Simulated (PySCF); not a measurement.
# triplet HNO2 at 6 levels

We compute a comparison of 6 runs (UHF/STO-3G, U-r2SCAN/def2-TZVP, U-wB97X/def2-TZVP, UPBE0/def2-TZVP, USVWN5/def2-TZVP, UCCSD(T)/def2-TZVP) of triplet HNO2. 

Program for the calculation: PySCF 2.14.0.

3 further runs of the same task are left out: 3 set aside as unsound or not needed.

## 1. The system as given

HNO2: 4 atoms, total charge 0, spin state triplet. SMILES of the parent species: `O=NO`. Geometry: relaxed at GFN2-xTB. That shape belongs to the parent species and isn't relaxed for this state.

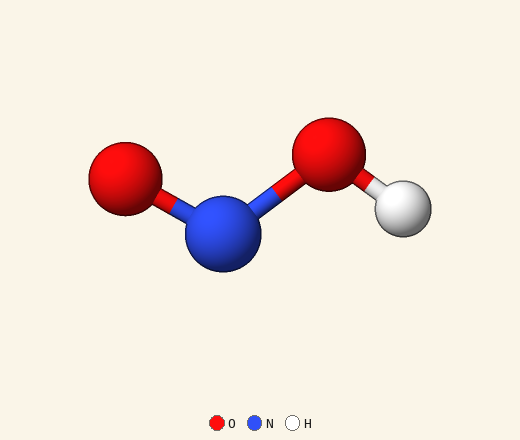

The structure, seen from a chosen angle (oxygen red, nitrogen blue, hydrogen white).

## 2. The energy at UHF/STO-3G (run 1)

Input file run.py:

```python
from pyscf import gto

molecule = gto.Mole()
molecule.atom = [
    ('O', (0.424700, 0.045690, 1.471310)),
    ('N', (0.319310, -0.411420, 0.387280)),
    ('O', (-0.357270, 0.415910, -0.505360)),
    ('H', (-0.386730, -0.050180, -1.353230)),
]
molecule.verbose = 3
molecule.basis = 'sto-3g'
molecule.spin = 2
molecule.max_memory = 1860
molecule.charge = 0
molecule.build()

hf = molecule.UHF()
hf.conv_tol = 1e-10
hf.kernel()
if not hf.converged:
    hf = hf.newton().run(hf.mo_coeff, hf.mo_occ)

etot = hf.e_tot
print('E = %.10f Eh' % etot)
```

Launch:

```bash
$ OMP_NUM_THREADS=1 python run.py
```

The log of the run:

```text
WARN: HOMO 0.0309082054259112 >= LUMO -0.209235501762164

converged SCF energy = -201.878457962444  <S^2> = 2.019573  2S+1 = 3.0130204
E = -201.8784579624 Eh
```

Wall time 0.83 s (1 thread of Arm Neoverse V1, shared host); peak memory 0.12 GiB.

## 3. The energy at U-r2SCAN/def2-TZVP (run 2)

Input file calc.py:

```python
from pyscf import gto, dft

mol = gto.M(
    atom='''
O    0.424700   0.045690   1.471310
N    0.319310  -0.411420   0.387280
O   -0.357270   0.415910  -0.505360
H   -0.386730  -0.050180  -1.353230
''',
    spin=2,
    verbose=4,
    basis='def2-tzvp',
    max_memory=1860,
)

myscf = dft.UKS(mol, xc='r2scan')
myscf.conv_tol = 1e-10
myscf.grids.level = 5
myscf.kernel()
if not myscf.converged:
    myscf = myscf.newton().run(myscf.mo_coeff, myscf.mo_occ)

energy = myscf.e_tot
print(f'total energy: {energy:.8f} hartree')
```

Launch:

```bash
$ OMP_NUM_THREADS=1 python calc.py
```

The log of the run:

```text
PySCF version 2.14.0

[... 62 lines left out ...]
[... the frontier-level lines of each cycle are left out ...]
[... 11 lines left out ...]
[... 11 lines left out ...]
[... 11 lines left out ...]
[... 11 lines left out ...]
[... 1 line left out ...]
cycle= 10 E= -205.615209856392  delta_E= -2.15e-08  |g|= 3.79e-05  |ddm|= 0.000263


cycle= 11 E= -205.615209857109  delta_E= -7.17e-10  |g|= 1.1e-05  |ddm|= 4.89e-05


cycle= 12 E= -205.615209857141  delta_E= -3.29e-11  |g|= 6.87e-06  |ddm|= 9.36e-06


Extra cycle  E= -205.615209857045  delta_E= 9.62e-11  |g|= 1.76e-05  |ddm|= 1.15e-05
converged SCF energy = -205.615209857045  <S^2> = 2.0097457  2S+1 = 3.0064901
total energy: -205.61520986 hartree
```

Run time: 53 s. Hardware: 1 thread of Arm Neoverse V1, shared host; peak memory 0.55 GiB.

Run 3 isn't shown in full; the table further down has it.

## 4. The energy at UPBE0/def2-TZVP (run 4)

Input file start.xyz:

```xyz
4

O      0.424700     0.045690     1.471310
N      0.319310    -0.411420     0.387280
O     -0.357270     0.415910    -0.505360
H     -0.386730    -0.050180    -1.353230
```

Input file input.py:

```python
from pyscf import gto, dft

mol = gto.M(
    atom='start.xyz',
    charge=0,
    basis='def2-tzvp',
    verbose=3,
    spin=2,
    max_memory=1860,
)

ks = dft.UKS(mol)
ks.xc = 'pbe0'
ks.grids.level = 5
ks.conv_tol = 1e-10
ks.kernel()
if not ks.converged:
    ks = ks.newton().run(ks.mo_coeff, ks.mo_occ)

energy = ks.e_tot
print('Final energy', energy)
```

Launch:

```bash
$ OMP_NUM_THREADS=1 python input.py
```

The log of the run:

```text
WARN: HOMO -0.114857522284176 >= LUMO -0.286692125414731

converged SCF energy = -205.493626397193  <S^2> = 2.010104  2S+1 = 3.0067284
Final energy -205.49362639719322
```

Wall time 24 s (1 thread of Arm Neoverse V1, shared host); peak memory 0.5 GiB.

Run 5 isn't shown in full; the table further down has it.

## 5. The energy at UCCSD(T)/def2-TZVP (run 6)

Input file job.py:

```python
from pyscf import gto, cc

mol = gto.M(
    atom=[
    ('O', (0.424700, 0.045690, 1.471310)),
    ('N', (0.319310, -0.411420, 0.387280)),
    ('O', (-0.357270, 0.415910, -0.505360)),
    ('H', (-0.386730, -0.050180, -1.353230)),
],
    charge=0,
    spin=2,
    basis='def2-tzvp',
    max_memory=1860,
    verbose=3,
)

hf = mol.UHF()
hf.conv_tol = 1e-10
hf.kernel()
if not hf.converged:
    hf = hf.newton().run(hf.mo_coeff, hf.mo_occ)

mycc = cc.CCSD(hf, frozen=3)
mycc.kernel()
e_t = mycc.ccsd_t()
e_final = mycc.e_tot + e_t
print(f'total energy: {e_final:.8f} hartree')
```

Launch:

```bash
$ OMP_NUM_THREADS=1 python job.py
```

The log of the run:

```text
WARN: HOMO -0.0363265168161391 >= LUMO -0.266714820930808

converged SCF energy = -204.679729299385  <S^2> = 2.0470643  2S+1 = 3.0312138
E(UCCSD) = -205.3137389889822  E_corr = -0.6340096895972465
UCCSD(T) correction = -0.0257359859714166
total energy: -205.33947497 hartree
```

Run time: 4 min. Hardware: 1 thread of Arm Neoverse V1, shared host; peak memory 3.8 GiB.

## 6. All runs side by side

| run | level | integration grid | frozen core orbitals | energy (Eh) | dipole moment (D) of the reference | HOMO energy (eV) | LUMO energy (eV) | wall time |
| --- | --- | --- | --- | --- | --- | --- | --- | --- |
| 1 | UHF/STO-3G | – | – | -201.878458 | 1.55 | -7.85 | 6.16 | 0.83 s |
| 2 | U-r2SCAN/def2-TZVP | 5 | – | -205.615210 | 2.49 | -4.26 | – | 53 s |
| 3 | U-wB97X/def2-TZVP | 5 | – | -205.654868 | 2.48 | -8.20 | -2.03 | 35 s |
| 4 | UPBE0/def2-TZVP | 5 | – | -205.493626 | 2.47 | -5.68 | -4.30 | 24 s |
| 5 | USVWN5/def2-TZVP | 5 | – | -204.216995 | 2.56 | -3.84 | – | 14 s |
| 6 | UCCSD(T)/def2-TZVP | – | 3 | -205.339475 | 2.17 | -10.88 | 1.16 | 4 min |

## 7. Outcome

| quantity | value |
| --- | --- |
| run 6: total energy | -205.33947 Eh |
| run 6: dipole moment (Hartree–Fock density) | 2.17 D |
| run 6: HOMO energy (Hartree–Fock orbitals) (highest over α and β) | -10.88 eV |
| run 6: LUMO energy (Hartree–Fock orbitals) (lowest over α and β) | 1.16 eV |
| run 6: correlation energy (3 core orbitals frozen) | -659.7 mEh |
| run 6: (T) correction | -25.74 mEh |
| run 6: ⟨S²⟩ of the reference determinant | 2.047 |
| run 6: T1 diagnostic | 0.035 |

**Reading.** Over runs 1, 2, 3, 4, 5 the dipole moment (its size) runs from 1.55 D (UHF/STO-3G) to 2.56 D (USVWN5/def2-TZVP). The two ends differ in method and basis. Totals of different functionals can't be ranked against each other. In run 1 the basis is minimal, so the values are rough. All runs together took 6.1 min, the longest 4 min.
